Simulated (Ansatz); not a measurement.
# Profile along the Au–Au line in Au (fcc, Cu type)

Au (fcc, Cu type)

```cif
data_Au4
_chemical_formula_sum 'Au4'
_space_group_name_H-M_alt 'Fm-3m'
_space_group_IT_number 225
_space_group_name_Hall '-F 4 2 3'
_cell_length_a 4.08345
_cell_length_b 4.08345
_cell_length_c 4.08345
_cell_angle_alpha 90.000
_cell_angle_beta 90.000
_cell_angle_gamma 90.000
loop_
_atom_site_label
_atom_site_type_symbol
_atom_site_symmetry_multiplicity
_atom_site_Wyckoff_symbol
_atom_site_fract_x
_atom_site_fract_y
_atom_site_fract_z
_atom_site_occupancy
Au1 Au 4 a 0.00000 0.00000 0.00000 1
```
(The calculation used a cell of 1 atom; values per cell refer to that cell.)

Fields along a shortest Au–Au line of a {100} plane (2.89 Å), from Au to Au, interpolated on the slice's grid (step about 0.1 Å). Method: PBEsol (plane waves to 420 eV, PAW, scalar-relativistic; Ansatz, a program for electronic structure). k mesh 20×20×20. Inside the PAW spheres the values are not all-electron values, and peaks at nuclei hang on which shells count as valence. Au was relaxed with its symmetry unable to fall. Spin-orbit coupling is left out, though Au is heavy.

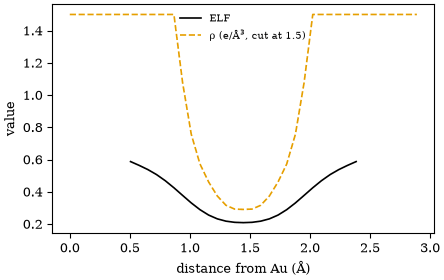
ELF (away from the nuclei) and valence density from Au to Au.

Density on the Au–Au line (2.89 Å) at its midpoint: 0.29 e/Å³. ELF at that point: 0.21.
